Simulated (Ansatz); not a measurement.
**triplet BSiNH2ClF at 6 levels**

Wanted: a comparison of 6 runs (UHF/cc-pVDZ, UB3LYP/cc-pVDZ, UBLYP/cc-pVDZ, UHSE06/cc-pVDZ, USVWN5/cc-pVDZ, RPA@PBE/cc-pVDZ) of triplet BSiNH2ClF. 

The calculation is run with Ansatz 0.2.0.

139 further runs of the same task are left out: 139 set aside as unsound or not needed.

## Step 1: Starting point

BSiNH2ClF has 7 atoms, charge 0, and is taken as a triplet. SMILES of the parent species: `F[Si]1(Cl)BN1`. The coordinates come from a PBE0-D4/def2-TZVP relaxation. That shape belongs to the parent species and isn't relaxed for this state.

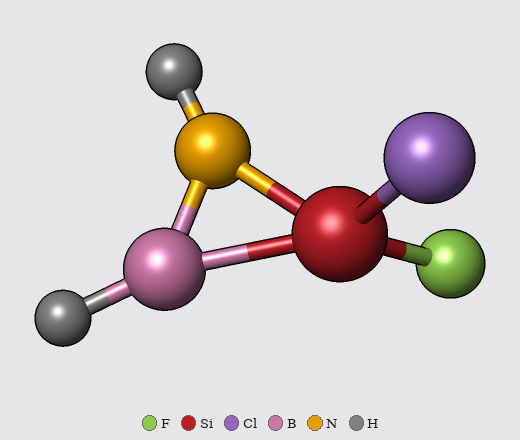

The structure, seen from a chosen angle (fluorine green, silicon red, chlorine purple, boron pink, nitrogen amber, hydrogen grey).

## Step 2: A single-point energy at UHF/cc-pVDZ (run 1)

job.yaml

```yaml
crystal:
  periodic: [false, false, false]
  atoms:
    - symbol: F
      position_ang: [-0.412200, -2.179200, -0.210300]
    - symbol: Si
      position_ang: [-0.003600, -0.782500, 0.428000]
    - symbol: Cl
      position_ang: [1.448800, -1.240300, 1.779600]
    - symbol: B
      position_ang: [-0.771300, 0.907300, 0.039600]
    - symbol: N
      position_ang: [0.347500, 0.475500, -0.686800]
    - symbol: H
      position_ang: [-1.454900, 1.876800, 0.033100]
    - symbol: H
      position_ang: [0.906900, 0.874400, -1.428900]
basis:
  gaussian:
    orbitals: cc-pVDZ
total_charge: 0
magnetization:
  spin_polarized: true
  initial_magnetization: 2
hamiltonian:
  xc: hf
accuracy: high
output: {orbitals: {seedname: orbitals}}
```

Launch:

```sh
$ ansatz run job.yaml --threads 1 --pin off --max-ram 2610MiB --events-out events.jsonl --progress --plain --runs-dir runs
```

The log of the run:

```text
Warning: RAYON_NUM_THREADS=1 ignored (pool sized by the plan → 1); use --threads N
Functional definition: HF
  name "HF"
  exchange = exact_x
  correlation = 0
1963 factors; integrals over basis functions are off by at most 3.6e-9 eV
mean field evaluation 1: about -25251.5647 eV, gradient 2.7e1 eV
mean field evaluation 2: about -25251.6811 eV, gradient 2.7e1 eV
mean field evaluation 4: about -25255.2971 eV, gradient 3.0e0 eV
mean field evaluation 8: about -25255.4501 eV, gradient 3.1e-1 eV
mean field evaluation 16: about -25255.4563 eV, gradient 3.5e-6 eV
mean field evaluation 32: about -25255.3570 eV, gradient 5.3e-1 eV
mean field evaluation 64: about -25255.0995 eV, gradient 4.3e-1 eV
mean field evaluation 96: about -25248.4021 eV, gradient 1.8e1 eV
mean field -25255.45628315 eV, -928.1208996428 hartree, gradient 6.5e-8 eV, S^2 2.015059; 2 other end points of the search recorded, 0 dependent functions left out
reference -25255.45628315 eV, -928.1208996428 hartree; 28, 26 occupied and 60, 62 virtual orbitals, 1963 factors
Total energy: -25255.45628315 eV, -928.1208996428 hartree
```

It took 11 s on 1 thread of Arm Neoverse V1, shared host; peak memory 0.41 GiB.

## Step 3: A single-point energy at UB3LYP/cc-pVDZ (run 2)

in.yaml

```yaml
crystal:
  periodic: [false, false, false]
  atoms:
    - {symbol: F, position_ang: [-0.412200, -2.179200, -0.210300]}
    - {symbol: Si, position_ang: [-0.003600, -0.782500, 0.428000]}
    - {symbol: Cl, position_ang: [1.448800, -1.240300, 1.779600]}
    - {symbol: B, position_ang: [-0.771300, 0.907300, 0.039600]}
    - {symbol: "N", position_ang: [0.347500, 0.475500, -0.686800]}
    - {symbol: H, position_ang: [-1.454900, 1.876800, 0.033100]}
    - {symbol: H, position_ang: [0.906900, 0.874400, -1.428900]}
basis:
  gaussian:
    orbitals: cc-pVDZ
magnetization:
  spin_polarized: true
  initial_magnetization: 2
accuracy: high
output: {orbitals: {seedname: orbitals}}
hamiltonian:
  xc: {name: B3LYP}
```

Launch:

```sh
$ ansatz run in.yaml --threads 1 --pin off --max-ram 2610MiB --events-out events.jsonl --progress --plain --runs-dir runs
```

The log of the run:

```text
Warning: RAYON_NUM_THREADS=1 ignored (pool sized by the plan → 1); use --threads N
Functional definition: B3LYP
  name "B3LYP"
  parameter a0 = 0.2
  parameter ax = 0.72
  parameter ac = 0.81
  exchange = (1 - a0 - ax)*slater_x + ax*b88_x + a0*exact_x
  correlation = (1 - ac)*vwn_rpa_c + ac*lyp_c
1963 factors; integrals over basis functions are off by at most 3.6e-9 eV
mean field evaluation 1: about -25305.3949 eV, gradient 4.6e1 eV
mean field evaluation 2: about -25260.6227 eV, gradient 9.4e1 eV
mean field evaluation 4: about -25314.6342 eV, gradient 1.0e1 eV
mean field evaluation 8: about -25315.1411 eV, gradient 9.4e-1 eV
mean field evaluation 16: about -25315.1509 eV, gradient 4.8e-2 eV
mean field evaluation 32: about -25315.1513 eV, gradient 1.6e-4 eV
mean field evaluation 64: about -25315.1269 eV, gradient 2.1e0 eV
mean field -25315.15133977 eV, -930.3146525107 hartree, gradient 7.4e-8 eV, S^2 2.004253; 5 other end points of the search recorded, 0 dependent functions left out
reference -25315.15137889 eV, -930.3146539484 hartree; 28, 26 occupied and 60, 62 virtual orbitals, 1963 factors
Total energy: -25315.15137889 eV, -930.3146539484 hartree
```

Run time: 46 s. Hardware: 1 thread of Arm Neoverse V1, shared host; peak memory 0.45 GiB.

Runs 3 to 5 aren't shown in full; the table further down has their settings and results.

## Step 4: The energy at RPA@PBE/cc-pVDZ (run 6)

job.yaml

```yaml
crystal:
  periodic: [false, false, false]
  atoms:
    - {symbol: F, position_ang: [-0.412200, -2.179200, -0.210300]}
    - {symbol: Si, position_ang: [-0.003600, -0.782500, 0.428000]}
    - {symbol: Cl, position_ang: [1.448800, -1.240300, 1.779600]}
    - {symbol: B, position_ang: [-0.771300, 0.907300, 0.039600]}
    - {symbol: N, position_ang: [0.347500, 0.475500, -0.686800]}
    - {symbol: H, position_ang: [-1.454900, 1.876800, 0.033100]}
    - {symbol: H, position_ang: [0.906900, 0.874400, -1.428900]}
basis:
  gaussian:
    orbitals: cc-pVDZ
correlation:
  method: rpa
  frozen_orbitals: {B: 1, Cl: 5, F: 1, H: 0, "N": 1, Si: 5}
accuracy: high
hamiltonian:
  xc: pbe
magnetization:
  spin_polarized: true
  initial_magnetization: 2
```

Launch:

```sh
$ ansatz run job.yaml --threads 1 --pin off --max-ram 2610MiB --events-out events.jsonl --progress --plain --runs-dir runs
```

The log of the run, cut to the lines that bear on the results:

```text
Warning: RAYON_NUM_THREADS=1 ignored (pool sized by the plan → 1); use --threads N
Functional definition: PBE
  name "PBE"
[...]
1963 factors; integrals over basis functions are off by at most 3.6e-9 eV
[...]
mean field -25299.86185904 eV, -929.7527744575 hartree, gradient 5.2e-8 eV, S^2 2.003448; 7 other end points of the search recorded, 0 dependent functions left out
13 core orbitals not correlated: weight in the atoms' cores, before any rotation towards them, 1.000 or more for the frozen orbitals, at most 0.000 for the correlated occupied ones
reference -25253.93498955 eV, -928.0649931342 hartree; 15, 13 occupied and 60, 62 virtual orbitals, 1963 factors
Total energy: -25281.62527537 eV, -929.0825923687 hartree
```

It took 58 s on 1 thread of Arm Neoverse V1, shared host; peak memory 0.39 GiB.

## Step 5: The series

| run | level | frozen core orbitals | energy (Eh) | HOMO energy (eV) | ⟨S²⟩ | wall time |
| --- | --- | --- | --- | --- | --- | --- |
| 1 | UHF/cc-pVDZ | – | -928.120900 | -5.87 | 2.015 | 11 s |
| 2 | UB3LYP/cc-pVDZ | – | -930.314654 | -2.85 | 2.004 | 46 s |
| 3 | UBLYP/cc-pVDZ | – | -930.235754 | -1.85 | 2.003 | 35 s |
| 4 | UHSE06/cc-pVDZ | – | -929.802651 | -2.79 | 2.005 | 43 s |
| 5 | USVWN5/cc-pVDZ | – | -926.293753 | -2.10 | 2.002 | 14 s |
| 6 | RPA@PBE/cc-pVDZ | 13 | -929.082592 | – | 2.003 | 58 s |

## Step 6: Summary of results

| quantity | value |
| --- | --- |
| run 6: total energy | -929.08259 Eh |
| run 6: RPA correlation energy (valence) | -1017.6 mEh |
| run 6: ⟨S²⟩ of the reference determinant | 2.003 |

What this shows: Totals of different functionals can't be ranked against each other. All runs together took 3.5 min, the longest 58 s.
